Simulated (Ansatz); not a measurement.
# A hypothetical structure for RuS3, part 2 of 2

This structure for RuS3 is made up. Its elements were placed in a known structure type with a cell scaled to their sizes. What cell does the guess relax to, and how far off was it?

Ansatz 0.2.0; DFT, PBE, plane-wave PAW, files of the set soft_1, scalar-relativistic, no spin, cell and ions relaxed at zero pressure; PAW set soft_1 (the session's first sound run).

So far: The structure; Relaxing cell and atoms. The relaxed cell has a = 4.642 Å (conventional setting).

### Step 3. Bands of the relaxed cell

A second self-consistent run takes a narrower smearing and the mesh shown in its input; the bands follow along the standard path of the relaxed lattice.

This step: DFT, PBE, plane-wave PAW, files of the set soft_1, scalar-relativistic, no spin, bands and density of states at the relaxed cell; PAW set soft_1 (Ansatz 0.2.0).

input.yaml

```yaml
crystal:
  lattice:
    - [4.6415447899, 0.0, 0.0]
    - [0.0, 4.6415447899, 0.0]
    - [0.0, 0.0, 4.6415447899]
  atoms:
    - { symbol: Ru, position: [0.0, 0.0, 0.0] }
    - { symbol: S, position: [0.5, 0.0, 0.0] }
    - { symbol: S, position: [0.0, 0.5, 0.0] }
    - { symbol: S, position: [0.0, 0.0, 0.5] }
kpoints:
  mp_grid: { grid: [8, 8, 8] }
  band_path:
    path:
      - [[0.0, 0.0, 0.0], [0.0, 0.5, 0.0], [0.5, 0.5, 0.0], [0.0, 0.0, 0.0], [0.5, 0.5, 0.5], [0.0, 0.5, 0.0]]
      - [[0.5, 0.5, 0.0], [0.5, 0.5, 0.5]]
    npoints: 13
scf:
  occupations: { method: fermi_dirac, width: 0.03 }
  n_extra_bands: 8
hamiltonian:
  xc: pbe
  pseudopotentials: { kind: paw, azcp: { folder: soft_1 } }
output:
  forces: true
  stress: true
  write_bands: true
  dos: { projected: true }
  write_density: true
  write_potential: true
  elf: true
  volumetric_format: npy
```

The run is started by

```sh
$ ansatz run input.yaml --threads 4 --pin off --max-ram 8192MiB --backend cpu --events-out ev --progress --plain --runs-dir out
```

Numbers of over 12 decimals in the logs are rounded to 6 here.

Output:

```text
[...]
Crystal: 4 atoms, lattice volume = 99.997 Å³
Basis set: ecut = 420 eV, 1935 PW (Γ), exchange–correlation on 64×64×64 points (8 copies of the dense FFT grid, shifted against one another)
Bands: 25, of which v1, the nominal top of the filled ones, is band 17 counted from 1 (16 counted from 0)
Symmetry: 48 space group operations
[...]
k-points: 35 of 512
[...]
SCF iter   1: F=—  HF=-8583.306935 eV  |F-HF|=—  |Δ(HF+E_count)|=         —  Δρ=7.50e-2  dr2=9.26e0  ethr=3.10e-3  ⟨swp⟩=7.6  Hψ=4989  notcnv=0
[...]
SCF iter   8: F=-8582.472568 eV  HF=-8582.472568 eV  |F-HF|=2.53e-8  |Δ(HF+E_count)|=   1.54e-8  Δρ=5.72e-6  dr2=3.33e-8  ethr=2.94e-10  ⟨swp⟩=16.9  Hψ=7118  notcnv=0
SCF 1 converged in 8 iterations: F = -8582.472568 eV  dr2 = 3.33e-8
[...]
NSCF: frozen V_eff on 80 k-points
SCF converged after 8 iterations
Free energy (F): -8582.472568 eV
[...]
Internal energy: -8582.445639 eV  (E = F + TS)
E sigma→0 (E₀):  -8582.459103 eV
Entropy (-TS):   -0.026928 eV (-6.732 meV/atom)
Fermi energy:    5.011406 eV
[...]
--- Stress (GPa, compression-positive) ---
       -0.306608       0.000000       0.000000
       -0.000000      -0.306608       0.000000
       -0.000000       0.000000      -0.306608
  P = ⅓ Tr σ = -0.3066 GPa (-3.066 kbar)
--- Band table (eV; the first three rows and the last of 35) ---
  k-point 0: bands = [... 13 lower, 4.0042, 4.0042, 4.0112, 4.0112, 4.0112, 4.6414, 4.6414, 4.6414, ... 4 higher]
  k-point 1: bands = [... 13 lower, 3.5686, 3.9333, 4.0178, 4.1632, 4.1632, 4.7164, 4.7164, 5.2962, ... 4 higher]
  k-point 2: bands = [... 13 lower, 3.1346, 3.7831, 4.0200, 4.3454, 4.3454, 5.0018, 5.0018, 6.0723, ... 4 higher]
  k-point 34: bands = [... 13 lower, 5.2288, 5.2288, 5.2288, 5.4699, 5.4699, 5.4699, 9.9247, 10.6091, ... 4 higher]
```

Wall time 2.3 s (4 threads of Arm Neoverse V2, shared host); peak memory 0.4 GiB.

This step gave:

- free energy: -8582.4726 eV
- energy at zero smearing: -8582.4591 eV
- smearing term TS: 0.02693 eV
- Fermi energy: 5.011 eV
- pressure: -0.3066 GPa

From bands.tsv, the bands that come nearest the Fermi level along the path, at its corners, in eV from the Fermi level:

| point | band 14 | band 15 | band 16 | band 17 | band 18 | band 19 | band 20 | band 21 |
| --- | --- | --- | --- | --- | --- | --- | --- | --- |
| Γ | -1.01 | -1.01 | -1.00 | -1.00 | -1.00 | -0.37 | -0.37 | -0.37 |
| X | -2.26 | -1.42 | -0.99 | -0.58 | -0.58 | 0.49 | 0.49 | 1.64 |
| M | -1.81 | -1.81 | 0.16 | 0.18 | 0.44 | 0.51 | 0.51 | 5.56 |
| Γ | -1.01 | -1.01 | -1.00 | -1.00 | -1.00 | -0.37 | -0.37 | -0.37 |
| R | 0.22 | 0.22 | 0.22 | 0.46 | 0.46 | 0.46 | 4.91 | 5.60 |
| X | -2.26 | -1.42 | -0.99 | -0.58 | -0.58 | 0.49 | 0.49 | 1.64 |
| M | -1.81 | -1.81 | 0.16 | 0.18 | 0.44 | 0.51 | 0.51 | 5.56 |
| R | 0.22 | 0.22 | 0.22 | 0.46 | 0.46 | 0.46 | 4.91 | 5.60 |

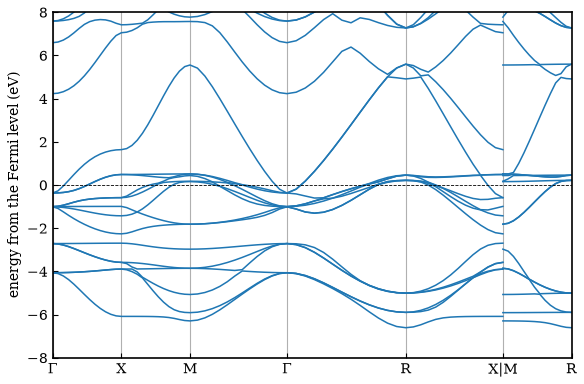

Bands along the path. 7 bands lie wholly below the window drawn.

Counts of states for the cell as run, both spins, by energy window (eV from the Fermi level):

```csv
from,to,total
-8,-7,0.00
-7,-6,0.71
-6,-5,2.49
-5,-4,4.97
-4,-3,3.13
-3,-2,0.76
-2,-1,3.29
-1,0,4.88
0,1,4.97
1,2,0.74
2,3,0.76
3,4,0.61
4,5,0.64
5,6,0.63
```

A further 14.0 states lie below the table's range.

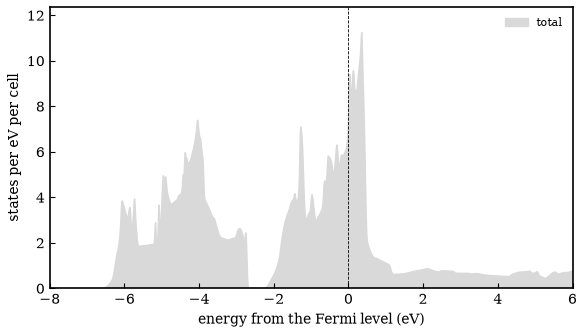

Total density of states, smoothed over about 0.04 eV.

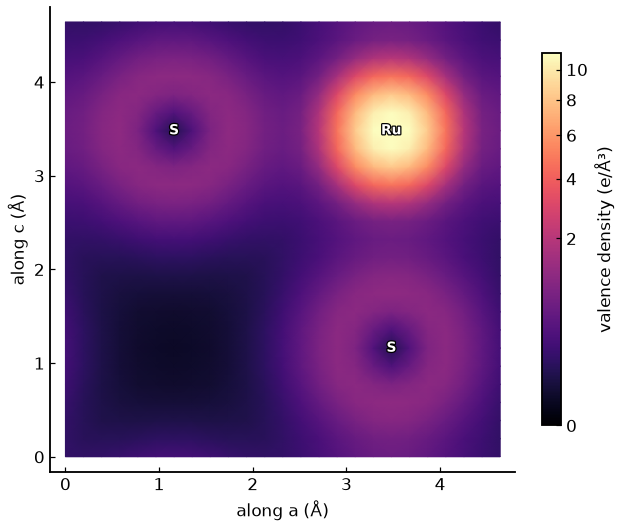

Valence density in the ac plane at fractional y = 0.000, with atoms of Ru and S within 0.2 Å of it. It is the smooth field of the valence electrons, not physical close to the nuclei. The map starts off the cell's origin, so that atoms lie inside it. The colour scale is stretched toward low values.

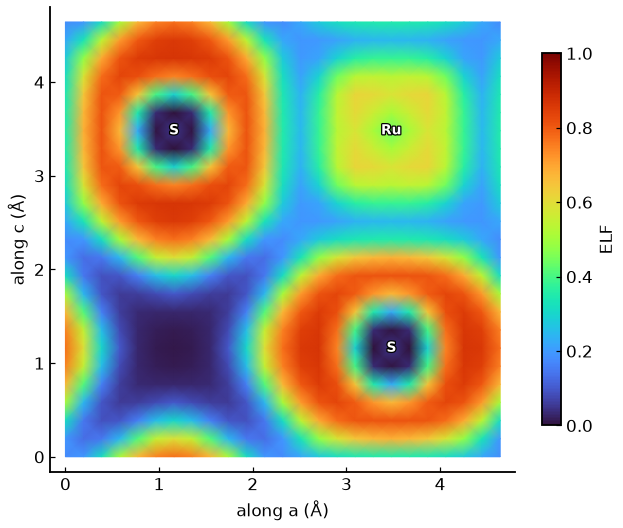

ELF in the ac plane at fractional y = 0.000, with atoms of Ru and S within 0.2 Å of it. It is the smooth field of the valence electrons, not physical close to the nuclei. The map starts off the cell's origin, so that atoms lie inside it.

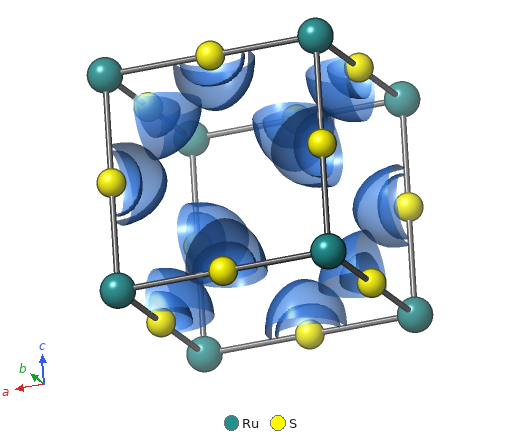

Surface of ELF = 0.79.

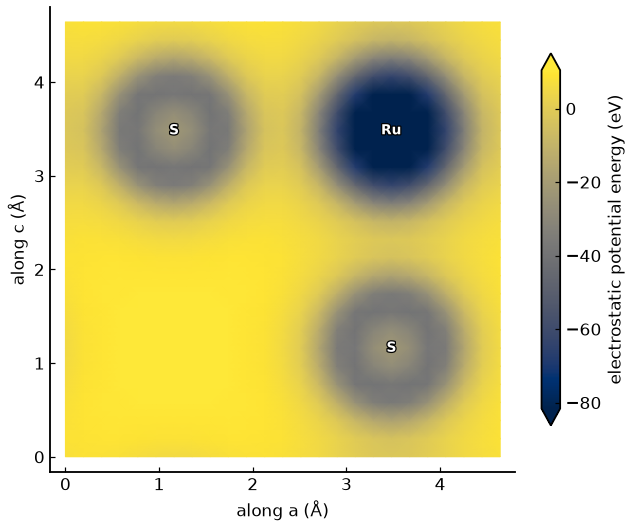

Electrostatic potential energy in the ac plane at fractional y = 0.000, with atoms of Ru and S within 0.2 Å of it. With pseudopotentials it is smooth inside the atoms' cores, unlike the true potential. The map starts off the cell's origin, so that atoms lie inside it.

### Step 4. What came out

```yaml
space_group_relaxed: Pm-3m
conventional_cell: a = 4.642, b = 4.642, c = 4.642 Å; α = 90.0°, β = 90.0°, γ = 90.0°
volume_per_atom: 25.00 Å³ (guess 22.72)
```

In words: RuS3 relaxes to Pm-3m with a = 4.642, b = 4.642 and c = 4.642 Å. The guessed volume was 9 % too small. The space group Pm-3m was held in the relaxation, so the end point is a stationary structure within it and may be a saddle against distortions or other arrangements. Bands cross the Fermi level, so it is a metal or semimetal at this level. On the 8×8×8 mesh with the narrower smearing (relaxed on 6×6×6) the forces vanish, as symmetry may demand, and the largest stress component is 0.307 GPa, against the relaxation's thresholds of 0.015 eV/Å and 0.05 GPa. The cutoff wasn't tested. No dispersion term is used, so weakly bound directions may come out too long. The runs have no spin, and magnetism wasn't tested. Nothing here tests whether the compound is stable against decomposition.

[Logs are printed without paths, hosts, clocks, repeated set-up lines and the standing remarks that a program may print on its own settings, such as how far it seeks lower states.]

[Hosts, paths, dates, database ids (printed as entryN), source tags and the programs' standing remarks are cut or masked in the printed files.]
